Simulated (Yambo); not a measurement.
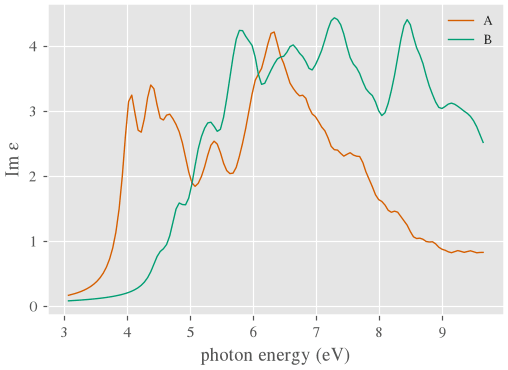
Figure. Two computed absorption spectra of RbIO$_{3}$ (space group R3m, No. 160) (Yambo, LDA bands with the same scissor, field along x)

Axes are Cartesian, with cell vectors (Å) (3.19, 1.84, 2.62), (-3.19, 1.84, 2.62), (0.00, -3.68, 2.62).

Q: Which curve includes the electron-hole attraction (BSE)?

A: Curve A: the attraction moves weight to lower energy (centre of the plotted range 6.2 eV against 7.2 eV). Settings: 6×6×6 mesh, 9 valence and 3 conduction bands, static screening with 50 bands and a 3 Ry block, scissor 1.73 eV, Tamm-Dancoff. The scissor comes from a G0W0 run whose convergence isn't established. Broadening 0.15 eV. The band window holds all transitions up to 9.7 eV. On this mesh the peak heights and the fine structure are mesh artefacts; only the shift of weight is robust.

Spin-orbit coupling is not included.

Geometry of the Materials Project entry, not relaxed at this level; primitive cell a = 4.519 Å, b = 4.519 Å, c = 4.519 Å, α = 89.72°, β = 89.72°, γ = 89.72°.

The structure is a Materials Project entry; no match was found in the copy of COD used, and its stability was not checked.
